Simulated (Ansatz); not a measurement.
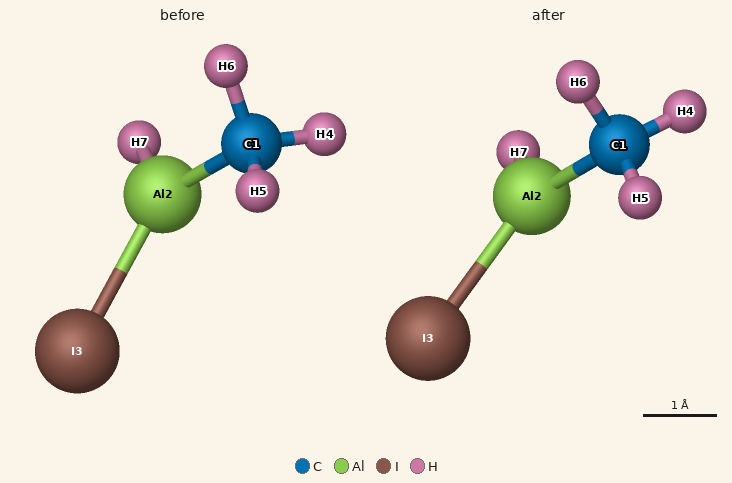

The structure of CH4AlI before (left) and after (right) a constrained relaxation, at one scale.

The picture is a ball-and-stick view, seen from a free direction.

The calculation used Ansatz, RKS PBE0-D4/def2-TZVP. Settings: held fixed: the distance between atoms 1 (C) and 6 (H), counting from 1; force threshold 0.005 eV/Å; at most 200 steps.

Question: Summarise the run.

Answer: The atom that moves furthest after the best rigid fit is H6 (0.34 Å). By element the largest moves are H 0.34 Å, I 0.30 Å, Al 0.06 Å, C 0.04 Å. Among the angles between lasting bonds that change: Al2–C1–H6 110.3° → 107.6°, Al2–C1–H4 110.3° → 113.0°, H5–C1–H6 108.3° → 106.3°. Groups turn about C1–Al2 by about 25°. The energy falls by 0.005 eV in 15 geometry steps. Largest force component: 0.1 eV/Å at the start, 0.0041 eV/Å at the end.
